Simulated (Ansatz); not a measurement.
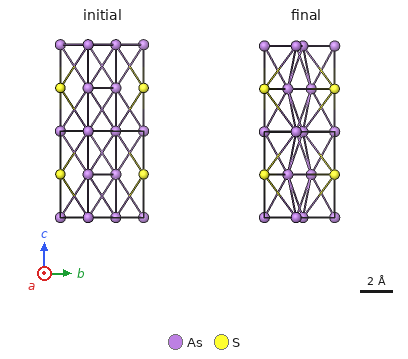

The structure of solid As₅S (a generated structure, set up in P-62m) (coarse preliminary run) before (left) and after (right) a relaxation, at one scale.

A ball-and-stick model of the cell of the calculation, repeated 1 × 1 × 2 with one cell outlined, seen along the a axis.

Method: Ansatz 0.2.0, DFT PBE, scalar-relativistic, plane waves, PAW. Settings: plane-wave cutoff 420 eV; k-point mesh 3 × 3 × 4; occupations gaussian; smearing width 0.1 eV; no spin polarisation; cell and atoms relaxed; force threshold 0.04 eV/Å; at most 70 steps.

Describe what moved and what it gained.

Answer. Over 9 accepted moves (11 points after the start) the energy falls by 4.227 eV per cell of the calculation. Largest force component: 0.27 eV/Å at the start, 0.018 eV/Å at the end. Pressure: −13.42 GPa at the start and −0.23 GPa at the end. The line search rejected the trial step at point 7 of the run. At 1 point the geometry stayed and the basis and grid were re-selected for the new cell (energy shift of 3.5 meV per cell of the calculation at most each time). The largest moves relative to the cell, 0.60 Å, are those of As atoms. S stays in place. The volume changes by −29.1 %, with a = b 6.049 → 5.110 Å (−15.5 %), c 5.439 → 5.400 Å (−0.7 %). Among the contacts that change: As–As 3.486 → 2.590 Å, As–S 3.492 → 2.950 Å, As–As 3.492 → 2.950 Å, As–As 3.505 → 4.003 Å. The space group stays P-62m (No. 189).
